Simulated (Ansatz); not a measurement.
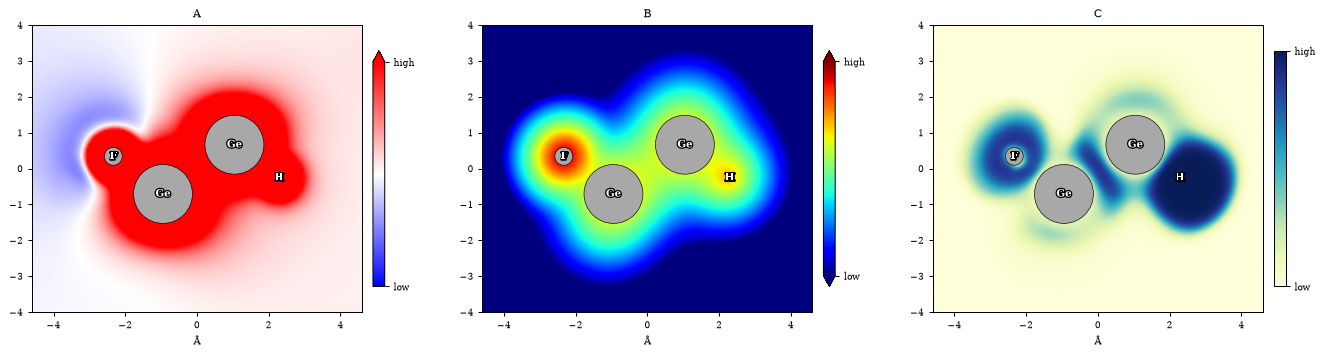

F2Ge2H4: 3 fields on the plane of atoms Ge1, Ge2 and H5, with unlabelled colour scales. Grey discs cover the atomic cores.

Theory: RKS PBE0-D4/def2-SVP (Ansatz).

Q: Which field does each panel show? The fields are: electron density, electron localisation function and electrostatic potential.

A: Panel A: electrostatic potential (strongly positive close to the atoms, with negative regions outside electron-rich atoms). Panel B: electron density. Panel C: electron localisation function. From the grid: Ge–F (1.74 Å): ρ is about 0.91 e/Å³ halfway; the ELF peaks at about 0.80 in the valence shell of F, 0.5 Å from its nucleus, and is about 0.25 at the midpoint. Ge–Ge (2.42 Å): ρ at the midpoint is about 0.59 e/Å³; the ELF peaks at about 0.85 between the atoms (a covalent bond).
